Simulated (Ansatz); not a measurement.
**Ligand exchange: Zr(CH3)F3 + C2HAlF2 → ZrF4 + C3H4AlF**

Species: Zr(CH3)F3, singlet; C2HAlF2 `C#[C][Al]([F])[F]`, singlet; ZrF4 `[F][Zr]([F])([F])[F]`, singlet; C3H4AlF `C#[C][Al]([CH3])[F]`, singlet. The partners trade CH3 for F: Zr–CH3 and Al–F bonds give way to Zr–F and Al–CH3.

Shapes, held fixed at every level: PBE0-D4/def2-TZVP. Programs: Ansatz 0.2.0. Electronic energies: no zero-point or thermal term.

```csv
level,kind,ΔE (kJ/mol),less CCSD(T)/def2-TZVPP
HF/def2-TZVPP,Hartree–Fock,-39.3,-0.3
PBE-D4/def2-TZVPP,GGA,-53.1,-14.1
B3LYP-D4/def2-TZVPP,global hybrid,-45.2,-6.2
wB97X-V/def2-TZVPP,range-separated hybrid,-51.1,-12.1
MP2/def2-SVP,perturbation theory,-56.2,-17.2
MP2/def2-TZVPP,perturbation theory,-38.9,+0.1
CCSD(T)/def2-SVP,coupled cluster or CI,-54.9,-15.9
CCSD(T)/def2-TZVPP,coupled cluster or CI,-39.0,0.0
```

The highest level, CCSD(T)/def2-TZVPP, gives ΔE = -39.0 kJ/mol; the levels span -56.2 to -38.9. The column of differences is taken from that level and isn't an error. No measured value is set beside it here. For atoms past krypton def2 sets carry core potentials with scalar relativity. Outer-core shells of Zr are correlated, in sets that cover them unevenly.

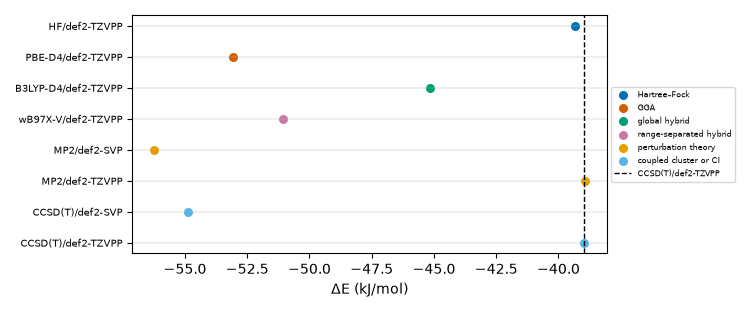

The values of the table, level by level.
